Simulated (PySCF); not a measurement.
**What a change does: NMR shielding calculation on C6H14N2Si2**

System: C6H14N2Si2.
Method of run 1: GIAO PBE0/pcSseg-1 NMR shielding, non-relativistic, IEF-PCM water (PySCF 2.14.0).

The geometry comes from this level: PBE0-D3(BJ)/def2-SVP. Text and figures count atoms from 1; the logs count them from 0 in places.

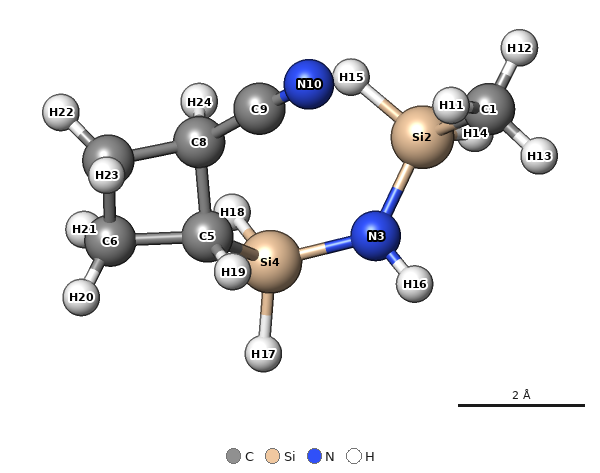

Figure 1. The structure as given in the input (ball-and-stick view, seen at a tilt; atoms are numbered from 1 in the order of the input). Bond lengths as drawn: C–C 1.45 to 1.56 Å, C–H 1.10 Å, C–N 1.16 Å, C–Si 1.87 to 1.89 Å, H–N 1.02 Å, H–Si 1.50 Å and N–Si 1.74 to 1.75 Å.

### Input, run 1
```
{"job": {"kind": "nmr", "xc": "PBE0", "basis": "pcSseg-1", "solvent": "water", "pop": false}, "charge": 0, "multiplicity": 1}
C      2.997898     1.296945    -1.356027
Si     2.615236    -0.313839    -0.488893
N      1.737195    -0.066011     1.004353
Si     0.257204    -0.818099     1.511123
C     -1.264006    -0.006217     0.745571
C     -2.669210    -0.643889     0.868506
C     -2.953534    -0.241258    -0.588500
C     -1.427935    -0.104656    -0.802570
C     -0.909357     0.985441    -1.606521
N     -0.480067     1.874095    -2.213350
H      2.071360     1.821729    -1.634714
H      3.581042     1.109538    -2.271595
H      3.597334     1.957642    -0.709296
H      3.895907    -1.056485    -0.246571
H      1.730647    -1.187416    -1.323494
H      2.135530     0.606485     1.653857
H      0.157976    -0.736863     3.001842
H      0.233837    -2.251263     1.074688
H     -1.303881     1.056532     1.037688
H     -3.335363    -0.246677     1.646898
H     -2.614813    -1.738771     0.983567
H     -3.484749    -0.950843    -1.239199
H     -3.445366     0.740138    -0.651900
H     -1.002630    -1.047916    -1.185962
```

The first line tells a small driver script what to run in PySCF; the rest is the geometry in Å.

Command:
```bash
OMP_NUM_THREADS=1 python <driver script> task.json out
```

Hardware: 1 CPU thread, shared host.

### Output (run 1)
```
coarse grid: 20568 points
cycle   1  E = -924.7156162776  dE =  9.112e-01  |g| = 6.328e-01  |ddm| = 4.472e+00
cycle   2  E = -924.6022302912  dE =  1.134e-01  |g| = 9.643e-01  |ddm| = 1.266e+00
cycle   3  E = -924.8000341010  dE = -1.978e-01  |g| = 1.876e-01  |ddm| = 7.885e-01
cycle   4  E = -924.8071620118  dE = -7.128e-03  |g| = 5.833e-02  |ddm| = 1.589e-01
cycle   5  E = -924.8078523199  dE = -6.903e-04  |g| = 1.724e-02  |ddm| = 5.469e-02
cycle   6  E = -924.8079143163  dE = -6.200e-05  |g| = 4.646e-03  |ddm| = 1.647e-02
cycle   7  E = -924.8079189637  dE = -4.647e-06  |g| = 9.110e-04  |ddm| = 4.232e-03
final grid: 188296 points
cycle   8  E = -924.8637657390  dE = -4.242e-05  |g| = 9.483e-03  |ddm| = 4.134e-02
cycle   9  E = -924.8637527239  dE =  1.302e-05  |g| = 1.209e-02  |ddm| = 1.832e-02
cycle  10  E = -924.8637881985  dE = -3.547e-05  |g| = 8.357e-04  |ddm| = 1.010e-02
cycle  11  E = -924.8637883206  dE = -1.221e-07  |g| = 3.787e-04  |ddm| = 9.188e-04
cycle  12  E = -924.8637883465  dE = -2.587e-08  |g| = 1.569e-04  |ddm| = 3.303e-04
cycle  13  E = -924.8637883514  dE = -4.953e-09  |g| = 4.869e-05  |ddm| = 1.357e-04
cycle  14  E = -924.8637883519  dE = -5.064e-10  |g| = 1.195e-05  |ddm| = 4.521e-05
converged SCF energy = -924.8637883519

GIAO shielding tensors (ppm)
atom      isotropic    diamagn.    paramagn.     s11        s22        s33       span
  0 C      186.076     256.403     -70.327    175.849    188.084    194.294     18.445
  1 Si     375.439     881.253    -505.814    321.642    376.988    427.685    106.044
  2 N      252.792     328.098     -75.307    241.196    248.786    268.394     27.198
  3 Si     376.455     881.613    -505.158    330.522    386.367    412.477     81.955
  4 C      152.893     252.841     -99.948    130.580    157.261    170.837     40.257
  5 C      163.896     252.554     -88.658    147.918    167.051    176.719     28.801
  6 C      154.310     251.912     -97.602    137.307    153.555    172.069     34.762
  7 C      159.972     250.191     -90.219    142.468    165.388    172.060     29.592
  8 C       50.575     262.865    -212.289    -70.743    -68.868    291.337    362.080
  9 N      -16.276     344.071    -360.346   -172.971   -157.378    281.522    454.493
 10 H       30.267      35.829      -5.562     24.542     28.749     37.510     12.968
 11 H       31.184      28.251       2.932     27.032     27.426     39.093     12.061
 12 H       30.712      29.581       1.131     26.647     28.233     37.257     10.610
 13 H       26.467      28.655      -2.188     22.247     24.901     32.252     10.005
 14 H       26.609      32.620      -6.011     23.569     26.862     29.397      5.828
 15 H       30.868      32.657      -1.789     22.313     28.010     42.281     19.968
 16 H       26.648      29.629      -2.981     22.741     25.393     31.810      9.069
 17 H       26.722      30.933      -4.211     22.979     26.388     30.800      7.821
 18 H       29.053      34.294      -5.242     27.362     28.749     31.046      3.684
 19 H       29.563      29.376       0.187     25.678     26.006     37.006     11.328
 20 H       29.408      30.734      -1.327     26.200     27.975     34.047      7.847
 21 H       28.926      28.366       0.560     25.202     25.491     36.084     10.882
 22 H       28.714      29.976      -1.261     25.772     27.191     33.181      7.409
 23 H       28.165      32.626      -4.461     26.013     27.690     30.793      4.780
```

For run 2 the input was changed thus:
```diff
-"solvent": "water"
-"pop": false
+"solvent": "acetonitrile"
+"pop": true
```

Predict how the results change.

The total energy of run 2 is 0.19 kcal/mol higher: the change of the electrostatic solvation energy at this fixed geometry, without cavity or dispersion terms. Of all shieldings, the largest change is that of N10, by −0.5 ppm. The number of SCF iterations is the same.

### Output (run 2)
```
coarse grid: 20568 points
cycle   1  E = -924.7151855789  dE =  9.117e-01  |g| = 6.331e-01  |ddm| = 4.472e+00
cycle   2  E = -924.6008926009  dE =  1.143e-01  |g| = 9.666e-01  |ddm| = 1.268e+00
cycle   3  E = -924.7996407766  dE = -1.987e-01  |g| = 1.888e-01  |ddm| = 7.911e-01
cycle   4  E = -924.8068612397  dE = -7.220e-03  |g| = 5.853e-02  |ddm| = 1.598e-01
cycle   5  E = -924.8075563091  dE = -6.951e-04  |g| = 1.728e-02  |ddm| = 5.497e-02
cycle   6  E = -924.8076186811  dE = -6.237e-05  |g| = 4.665e-03  |ddm| = 1.652e-02
cycle   7  E = -924.8076233681  dE = -4.687e-06  |g| = 9.130e-04  |ddm| = 4.245e-03
final grid: 188296 points
cycle   8  E = -924.8634702700  dE = -4.241e-05  |g| = 9.487e-03  |ddm| = 4.135e-02
cycle   9  E = -924.8634571938  dE =  1.308e-05  |g| = 1.210e-02  |ddm| = 1.834e-02
cycle  10  E = -924.8634927416  dE = -3.555e-05  |g| = 8.424e-04  |ddm| = 1.013e-02
cycle  11  E = -924.8634928646  dE = -1.231e-07  |g| = 3.873e-04  |ddm| = 9.269e-04
cycle  12  E = -924.8634928918  dE = -2.719e-08  |g| = 1.577e-04  |ddm| = 3.350e-04
cycle  13  E = -924.8634928968  dE = -5.014e-09  |g| = 4.834e-05  |ddm| = 1.363e-04
cycle  14  E = -924.8634928973  dE = -4.982e-10  |g| = 1.193e-05  |ddm| = 4.515e-05
converged SCF energy = -924.8634928973

GIAO shielding tensors (ppm)
atom      isotropic    diamagn.    paramagn.     s11        s22        s33       span
  0 C      186.051     256.387     -70.336    175.822    188.053    194.279     18.457
  1 Si     375.388     881.250    -505.862    321.574    376.977    427.612    106.038
  2 N      252.759     328.080     -75.321    241.128    248.762    268.386     27.259
  3 Si     376.455     881.611    -505.156    330.513    386.397    412.454     81.941
  4 C      152.884     252.837     -99.953    130.601    157.230    170.820     40.219
  5 C      163.894     252.559     -88.665    147.929    167.048    176.704     28.775
  6 C      154.300     251.919     -97.619    137.316    153.534    172.051     34.736
  7 C      159.942     250.173     -90.231    142.472    165.369    171.986     29.514
  8 C       50.715     262.862    -212.148    -70.553    -68.676    291.373    361.926
  9 N      -16.811     344.008    -360.819   -173.717   -158.140    281.426    455.143
 10 H       30.251      35.804      -5.553     24.524     28.731     37.498     12.974
 11 H       31.185      28.249       2.936     27.032     27.430     39.093     12.061
 12 H       30.722      29.584       1.138     26.659     28.246     37.261     10.602
 13 H       26.463      28.648      -2.185     22.244     24.897     32.248     10.004
 14 H       26.611      32.620      -6.009     23.569     26.865     29.399      5.831
 15 H       30.887      32.670      -1.783     22.333     28.037     42.290     19.957
 16 H       26.647      29.626      -2.979     22.739     25.392     31.809      9.070
 17 H       26.721      30.929      -4.208     22.977     26.386     30.799      7.822
 18 H       29.059      34.300      -5.241     27.369     28.759     31.051      3.682
 19 H       29.566      29.382       0.184     25.681     26.009     37.007     11.327
 20 H       29.413      30.741      -1.329     26.207     27.981     34.051      7.845
 21 H       28.930      28.376       0.554     25.207     25.496     36.087     10.880
 22 H       28.718      29.983      -1.265     25.777     27.194     33.183      7.407
 23 H       28.177      32.638      -4.461     26.027     27.704     30.800      4.773
```

### The two runs side by side

```tsv
quantity	run 1	run 2
outcome	converged	converged
total energy (hartree)	−924.863788	−924.863493
HOMO (eV)	−7.06	−7.06
LUMO (eV)	0.33	0.34
dipole moment (D)	4.09	4.07
shielding of C1 (ppm)	186.1	186.1
shielding of Si2 (ppm)	375.4	375.4
shielding of N3 (ppm)	252.8	252.8
shielding of C8 (ppm)	160.0	159.9
shielding of C9 (ppm)	50.6	50.7
shielding of N10 (ppm)	−16.3	−16.8
shielding of H16 (ppm)	30.9	30.9
SCF iterations	14	14
basis functions	254	254
wall time (shared host)	1.9 min	1.9 min
```
